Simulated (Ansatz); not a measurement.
```xyz
5

Si    0.3166    0.0000    0.1068
Cl    0.6429    0.0000    2.1277
H     1.5873    0.0000   -0.6574
F    -0.5587    1.3057   -0.2829
F    -0.5587   -1.3057   -0.2829
```

Method: Ansatz 0.2.0, RKS PBE/def2-SVP.

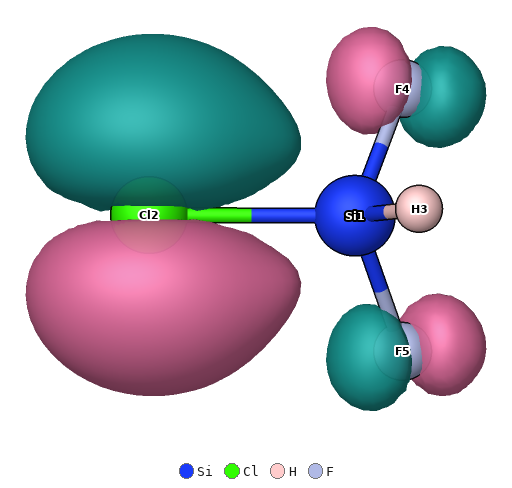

ClF$_{2}$HSi. The HOMO−1 at ±0.1 Å⁻³ᐟ² (teal and pink are the two phases), seen across its widest extent.

Q: Describe this orbital and give its energy.

A: By Hirshfeld shares it lies mainly on Cl2 (about 85 %); largely a lone pair of Cl2. Its energy is −8.38 eV.
